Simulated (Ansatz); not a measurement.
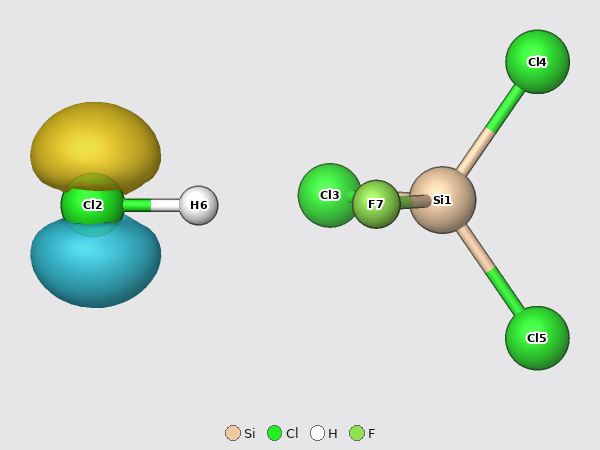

Figure. Cl₃FSi···HCl. The HOMO−1 at ±0.3 Å⁻³ᐟ² (yellow and cyan are the two phases), seen at a tilt.

The product side of a reaction path; geometry: PBE0-D4/def2-TZVP.

These are results of Ansatz, RKS PBE0-D4/def2-TZVPP, not measurements.

```xyz
7

Si   -1.0748   -0.0900   -0.1643
Cl    3.3661    0.0597    0.3530
Cl   -0.1609   -1.5783   -1.1581
Cl   -2.3102   -0.8135    1.2485
Cl   -2.0607    1.1259   -1.4272
H     2.1972    0.5290    0.5867
F     0.0434    0.7672    0.5613
```

Question: Describe this orbital and give its energy.

Answer: By Hirshfeld shares it lies mainly on Cl2 (about 95 %); largely a lone pair of Cl2. Its energy is −9.22 eV.
